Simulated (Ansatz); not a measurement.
## Electronic structure of SiF$_{4}$···H (doublet) in real space

```xyz
6

F     0.3754   -1.0807    0.9331
Si    0.5851    0.1018   -0.0653
F    -0.0389   -0.2664   -1.4488
F    -0.1062    1.3858    0.4940
F     2.1141    0.3693   -0.2397
H    -2.9294   -0.5098    0.3266
```

The reactant side of a reaction path; geometry: PBE0-D4/def2-TZVP.

All numbers below come from Ansatz 0.2.0, UKS PBE0-D4/def2-TZVPP.

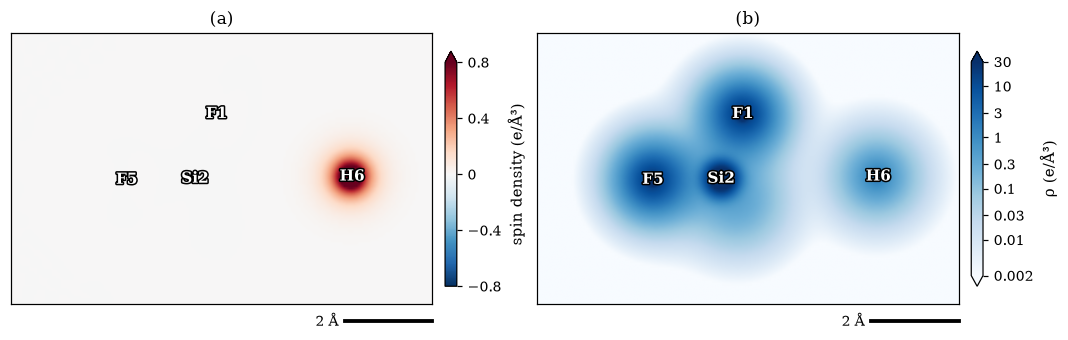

Figure 1. (a) spin density (α minus β); (b) total electron density on the plane of atoms F1, Si2 and F5.

**Describe what can be read from this map.**

The plane passes through F, Si and H nuclei.
Si2···H6 (3.59 Å): the density falls to about 0.01 e/Å³ on the way (a weak contact between the two molecules).
F1···H6 (3.41 Å): the density falls to about 0.01 e/Å³ on the way: a non-bonded, intermolecular contact.
Si–F (1.56 Å): ρ at the midpoint is about 1.3 e/Å³.
The unpaired spin (1 electron) lies mostly on H6 (about 1.0), in electrons by Hirshfeld's partition.

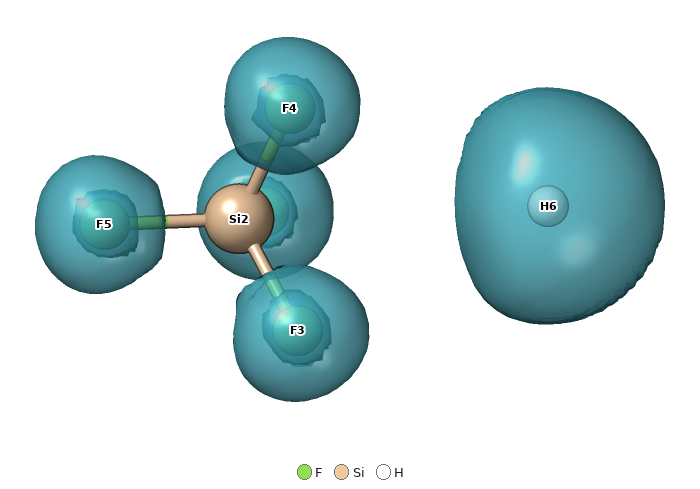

Figure 2. Isosurface of the electron localisation function at 0.75 (cyan), seen at a tilt. Only the valence region is drawn (cores and ρ < 0.01 e/Å³ removed).

**Describe the localisation domains.**

The surface consists of one region around a hydrogen nucleus and four regions wrapped around F (the valence shell of each).


Si2···H6 (3.59 Å): the ELF dips to about 0 between them; a non-bonded, intermolecular contact. F3···H6 (3.40 Å): the ELF dips to about 0 between them: a weak contact between the two molecules.

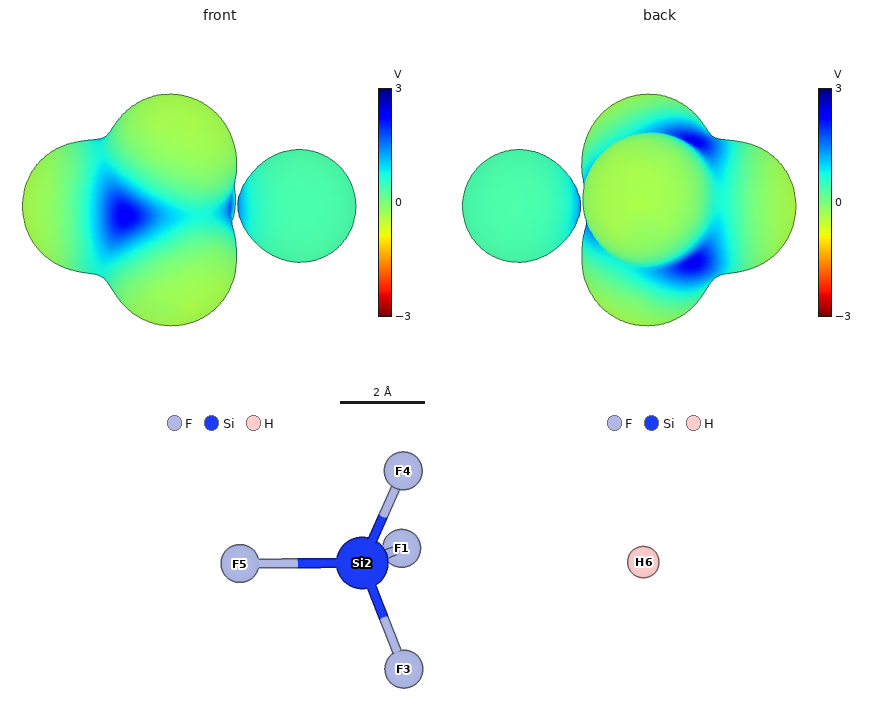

Figure 3. The molecular electrostatic potential painted on the density surface at 0.002 e/bohr³, seen from the front and from behind; the colour scale runs from red (negative) to blue (positive). The bare structure is drawn below in the same view.

**Where is the surface potential most negative and most positive?**

The most negative region (about −0.4 V, or −9 kcal/mol for a unit charge) lies over F1, F3, F4 and F5, the most positive (about +2.3 V, or +53 kcal/mol for a unit charge) over Si2.
